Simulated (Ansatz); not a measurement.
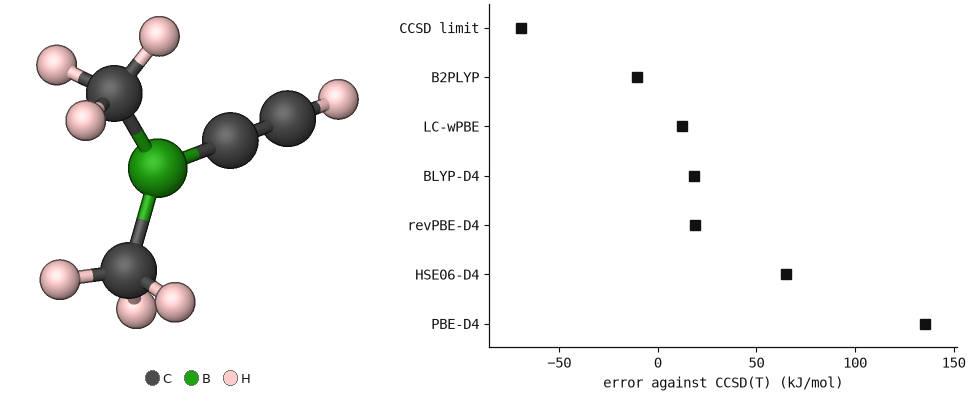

Error in the electronic atomisation energy (method less reference, so positive means overbinding) of C₄H₇B, SMILES C#CB(C)C: functionals in def2-TZVPP against frozen-core CCSD(T) at the limit (MP2 extrapolated from triple and quadruple zeta, plus CCSD(T) less MP2 in a smaller set), which gives 5008.5 kJ/mol, at a PBE0-D4/def2-TZVP geometry (a minimum by its frequencies), no zero-point or spin-orbit term, the Ansatz code 0.2.0. The reference leaves out core correlation, a term that grows with the number of heavy atoms. B2PLYP holds a correlation term that converges slowly with the basis, so part of the distance to the limit is basis error. No dispersion term is added to B2PLYP and LC-wPBE. Limit means the basis limit.

Q: Which of these levels overbind, and which underbind?

A: Overbind: HSE06-D4 and PBE-D4. Underbind: CCSD limit. Within 25 kJ/mol of zero, too close to call in view of what the reference leaves out: B2PLYP, LC-wPBE, BLYP-D4 and revPBE-D4.

Q: Give the values.

A:
```
     level  kJ/mol
CCSD limit   −69.3
    B2PLYP   −10.8
   LC-wPBE    12.4
   BLYP-D4    18.3
 revPBE-D4    19.1
  HSE06-D4    64.8
    PBE-D4   135.5
```
